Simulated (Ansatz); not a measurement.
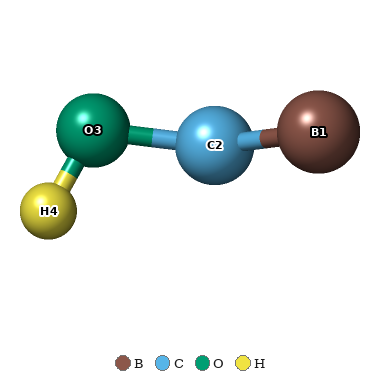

The system is CHBO, SMILES B#CO; the picture shows the reference structure. Coordinates scanned: (1) bond length B1–C2; (2) angle O3–C2–B1. Nothing is relaxed (all other coordinates rigid). The scan uses a 13 × 13 grid. Points are written as (first, second). All energies are given in kJ/mol relative to the relaxed molecule at the same level. All numbers below come from Ansatz, RKS r2SCAN-D4/def2-TZVP.

Its coordinates:

```xyz
4

B    -1.4211    0.9497    0.3677
C    -0.4312   -0.1135    0.3129
O     0.8315   -0.2811    0.1195
H     1.0209   -0.5552   -0.8000
```

Range: bond length B1–C2 from 1.250 to 2.035 Å; angle O3–C2–B1 from 95.2 to 179.0°.

> What will the energy surface look like?

The lowest grid point is at (1.446 Å, 137.1°), 0.5 kJ/mol from the relaxed molecule at the same level. It is the only kind of minimum in the scanned range. The highest grid point, (1.250 Å, 95.2°), lies 253 kJ/mol above the lowest. Round the minimum the two coordinates are weakly coupled (coupling 0.14 in units of the two stiffnesses).

| angle O3–C2–B1 ↓, bond length B1–C2 → | 1.250 | 1.316 | 1.381 | 1.446 | 1.512 | 1.577 | 1.643 | 1.708 | 1.774 | 1.839 | 1.904 | 1.970 | 2.035 |
| --- | --- | --- | --- | --- | --- | --- | --- | --- | --- | --- | --- | --- | --- |
| 179.0 | 110 | 74 | 56 | 48 | 45 | 49 | 61 | 76 | 95 | 115 | 136 | 157 | 177 |
| 172.0 | 98 | 59 | 40 | 34 | 36 | 44 | 57 | 74 | 93 | 114 | 135 | 156 | 177 |
| 165.0 | 89 | 47 | 27 | 22 | 26 | 36 | 51 | 70 | 90 | 112 | 133 | 155 | 176 |
| 158.0 | 83 | 39 | 18 | 12 | 16 | 28 | 45 | 65 | 87 | 109 | 132 | 154 | 175 |
| 151.1 | 81 | 34 | 11 | 5 | 9 | 22 | 40 | 60 | 83 | 107 | 130 | 153 | 175 |
| 144.1 | 83 | 33 | 8 | 1 | 5 | 18 | 36 | 58 | 81 | 105 | 129 | 152 | 175 |
| 137.1 | 90 | 37 | 10 | 1 | 4 | 17 | 35 | 57 | 81 | 105 | 129 | 153 | 175 |
| 130.1 | 101 | 45 | 15 | 5 | 8 | 19 | 37 | 59 | 83 | 107 | 131 | 155 | 177 |
| 123.1 | 118 | 58 | 26 | 14 | 15 | 26 | 43 | 64 | 88 | 111 | 135 | 159 | 181 |
| 116.1 | 141 | 78 | 44 | 29 | 29 | 38 | 54 | 74 | 96 | 120 | 143 | 166 | 188 |
| 109.2 | 171 | 104 | 67 | 50 | 48 | 56 | 70 | 89 | 110 | 132 | 154 | 176 | 196 |
| 102.2 | 208 | 139 | 99 | 80 | 75 | 80 | 93 | 109 | 128 | 149 | 169 | 189 | 209 |
| 95.2 | 254 | 181 | 139 | 117 | 110 | 113 | 122 | 136 | 153 | 171 | 189 | 207 | 224 |

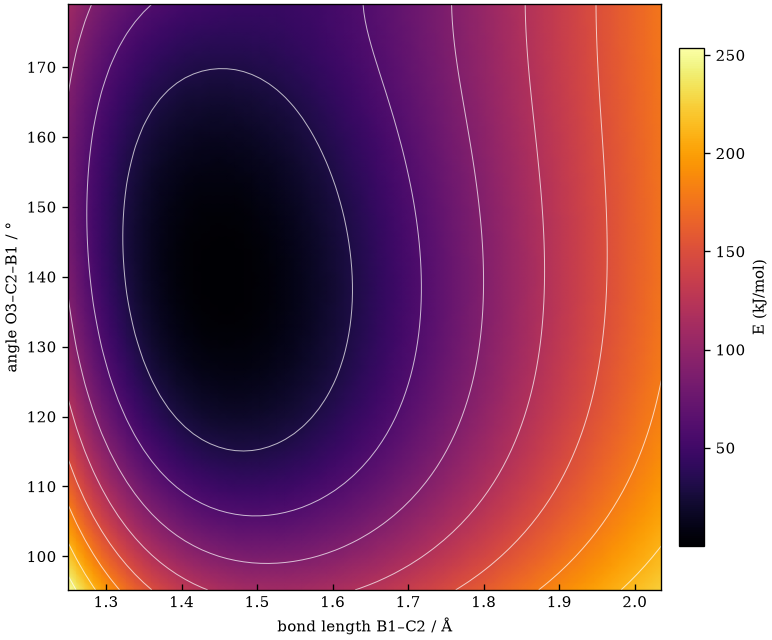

In the figure: a smooth colour map with a few white contour lines. Between grid points the surface is interpolated.

Time for the 169 points that were run: 9 min on 1 thread of Arm Neoverse V2, with other jobs on the host.
